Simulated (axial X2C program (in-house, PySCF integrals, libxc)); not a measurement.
# KLi: properties at the nuclei

Aim: properties at the nuclei of KLi, with spin–orbit coupling in the Hamiltonian from the start.

Program: an in-house X2C program for linear molecules on PySCF integrals. Level of theory: two-component X2C with atomic mean-field terms, K dyall-cv3z, Li dyall-cv3z. These are calculated values, not measurements.

## (1) The job

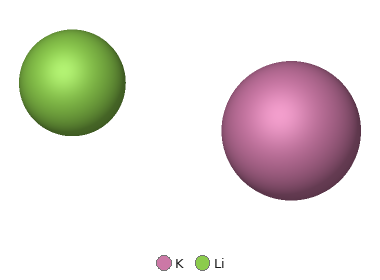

The two atoms at 3.290 Å (potassium pink, lithium green).

task.json

```json
{"zs": [19, 3], "q": 0, "bas": ["dyall-cv3z", "dyall-cv3z"], "r0": 3.29, "levels": ["PBE0", "HF", "BHandHLYP", "BP86", "r2SCAN"], "nst": 3}
```

Keys: zs atomic numbers; q charge; bas basis sets; r0 starting distance in Å; levels methods (HF also brings MP2); nst determinants followed.

Launch:

```bash
$ python soeom.py task.json out
```

The runs that follow: Expectation values, lowest determinant; Expectation values, a higher determinant; Expectation values, a higher determinant.

What does the calculation give? Wanted: lowest determinant; qzz K; qzz Li; μ; higher determinant; Eeff magnitude; Ws magnitude K; A∥/gI K (for each run or level that gives them).

**Answer**, as computed:

| quantity | value |
| --- | --- |
| lowest determinant | Ω = 0 (closed shell) |
| qzz K (a.u.), PBE0 | -0.08 |
| qzz Li (a.u.), PBE0 | 0.00 |
| μ (D), PBE0 | -3.35 |
| higher determinant | Ω = 1 (excess of +ω over −ω: 2 × ω = 1/2) |
| Eeff magnitude (GV/cm), PBE0, higher determinant | 0.0381 |
| Ws magnitude K (kHz), PBE0, higher determinant | 0.0145 |
| A∥/gI K (MHz), PBE0, higher determinant | 419 |
| qzz K (a.u.), PBE0, higher determinant | -0.09 |
| higher determinant | Ω = 2 (excess of +ω over −ω: ω = 1/2, ω = 3/2) |
| Eeff magnitude (GV/cm), PBE0, higher determinant | 0.0817 |
| Ws magnitude K (kHz), PBE0, higher determinant | 0.0156 |
| A∥/gI K (MHz), PBE0, higher determinant | 108 |
| qzz K (a.u.), PBE0, higher determinant | 0.05 |

What this shows: The expectation values come from single determinants, which for open shells can mix terms of unlike spin or miss the lowest Ω, so a determinant need not be a state. Eeff is the effective electric field on the electron dipole moment in this Ω state and Ws the scalar–pseudoscalar constant (defined with the proton number Z and per Ω); A∥ is the parallel hyperfine constant, which follows by multiplying with the nuclear g factor gI = μI/(I μN); qzz is the electric field gradient, eQq0 = 234.96 MHz × Q/barn × qzz; μ is positive if Li is the positive end. The operators were transformed with the bare-nucleus X2C matrices.
